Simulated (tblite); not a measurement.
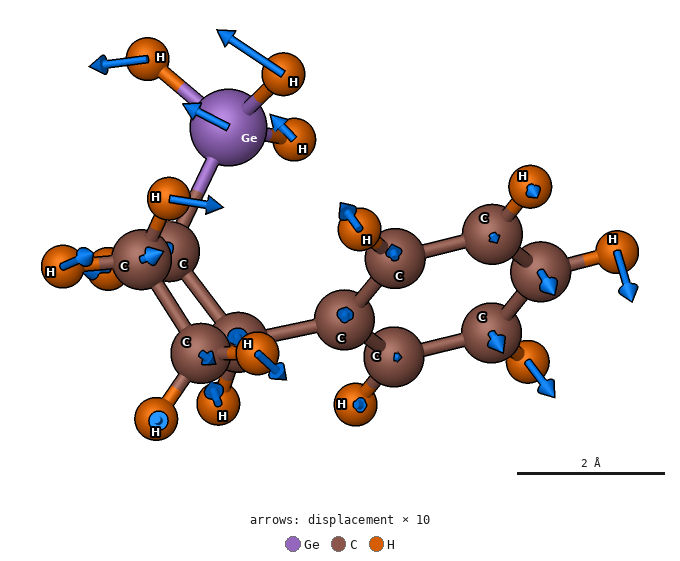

This is a relaxation of C$_{10}$H$_{14}$Ge. The starting structure is drawn; blue arrows show the displacements, 10 times their true length. The two geometries are superimposed by the best rigid fit.

Style: ball-and-stick. Shown at a tilt.

Method: tblite 0.8.0, GFN2-xTB geometry optimisation, gas phase. 

### What happened in the run?

An H atom moves most after the best rigid fit: 0.11 Å. Largest moves by element: H 0.11 Å, Ge 0.07 Å, C 0.05 Å. Near-neighbour distances that change, for instance: C–C 1.524 → 1.541 Å, Ge–H 1.479 → 1.493 Å, C–H 1.103 → 1.091 Å, C–H 1.080 → 1.092 Å. The energy falls by 0.030 eV in 45 geometry steps.
